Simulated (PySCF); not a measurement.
Molecule: SMILES [Si](O)(O)(C)CB(O)O. Atoms near the plane z = 1.5 Å, at the GFN2-xTB optimised geometry (x, y, z in Å): Si1 (0.4, -0.4, 1.3), C2 (2.3, -0.6, 1.2), O3 (-0.1, 0.1, 2.7), O4 (-0.3, -1.9, 0.9), C5 (-0.3, 0.8, 0.0), B6 (-1.9, 0.8, 0.0), O7 (-2.6, 1.9, 0.0), O8 (-2.6, -0.4, 0.0), H9 (2.6, -1.4, 2.0), H10 (2.6, -1.0, 0.3), H11 (2.8, 0.3, 1.4), H13 (0.0, -2.7, 1.3), H15 (0.1, 1.8, 0.2), H16 (-2.1, 2.7, 0.0), H17 (-2.1, -1.2, 0.1).

Level of theory: CAM-B3LYP/def2-SVP (PySCF). Cells within 0.4 Å of a nucleus heavier than hydrogen are left out (blank, or x). The values are rescaled to run from 0 to 1.

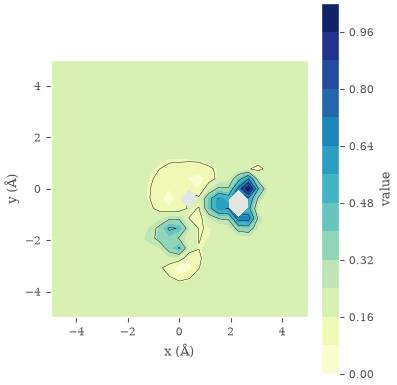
Figure. a field on the plane z = 1.5 Å.

Which quantity is mapped?
A) Laplacian of the electron density
B) log10 of the electron density
C) deformation density (molecule minus spherical neutral atoms)
D) electrostatic potential

C, deformation density (molecule minus spherical neutral atoms). In full: deformation density (molecule minus spherical neutral atoms) (e/bohr³).
